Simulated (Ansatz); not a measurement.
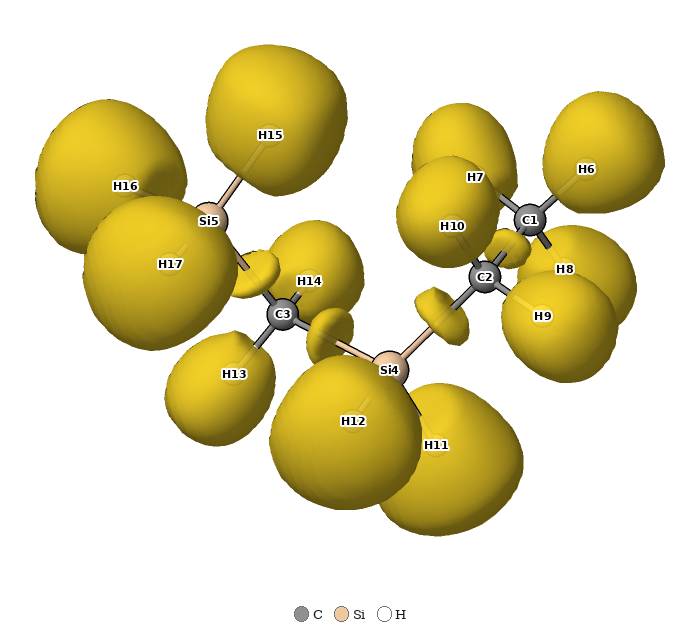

Figure 1: C$_{3}$H$_{12}$Si$_{2}$. Isosurface of the ELF at 0.9 (yellow), seen across its widest extent. Core shells and regions of very low density are left out.

Geometry: B3LYP/6-31G*.

Method: isolated molecule in a Gaussian basis; Kohn-Sham density functional theory, functional PBE0 (Ansatz 0.2.0).

Input file:

```
crystal:
  periodic: [false, false, false]
  atoms:
    - symbol: C
      position_ang: [-0.939730, 0.150847, -2.407269]
    - symbol: C
      position_ang: [0.464063, 0.349614, -1.807616]
    - symbol: C
      position_ang: [-0.468279, 0.095710, 1.203139]
    - symbol: Si
      position_ang: [0.737704, -0.499191, -0.133601]
    - symbol: Si
      position_ang: [-0.383434, 1.928982, 1.647558]
    - symbol: H
      position_ang: [-1.028339, 0.634887, -3.387350]
    - symbol: H
      position_ang: [-1.717906, 0.577637, -1.763349]
    - symbol: H
      position_ang: [-1.171955, -0.912166, -2.544119]
    - symbol: H
      position_ang: [1.223320, -0.037251, -2.501585]
    - symbol: H
      position_ang: [0.677029, 1.422189, -1.701840]
    - symbol: H
      position_ang: [0.580654, -1.974874, -0.303994]
    - symbol: H
      position_ang: [2.135095, -0.249673, 0.326693]
    - symbol: H
      position_ang: [-0.278866, -0.487529, 2.114895]
    - symbol: H
      position_ang: [-1.494157, -0.144861, 0.892470]
    - symbol: H
      position_ang: [-0.722655, 2.777651, 0.471093]
    - symbol: H
      position_ang: [-1.339212, 2.264925, 2.740282]
    - symbol: H
      position_ang: [0.985841, 2.298740, 2.100991]
basis:
  gaussian:
    orbitals: def2-SVPD
hamiltonian:
  xc: pbe0
output:
  forces: true
  orbitals: {seedname: orbitals}
```

Run with:

```sh
ansatz run input.yaml --threads 2 --pin off --max-ram 4350MiB --events-out events.jsonl --progress --plain --runs-dir runs
```

Question: Identify the bonds, lone pairs and shells in this picture.

Answer: The ELF exceeds this value in one region between bonded C–C atoms (shared pairs), three regions between bonded C–Si atoms (shared pairs) and twelve regions around hydrogen nuclei. Profiles from the grid: C–C (1.54 Å): the ELF peaks at about 0.95 between the atoms (a covalent bond). C–Si (1.89 Å): the ELF peaks at about 0.95 between the atoms; a covalent bond.
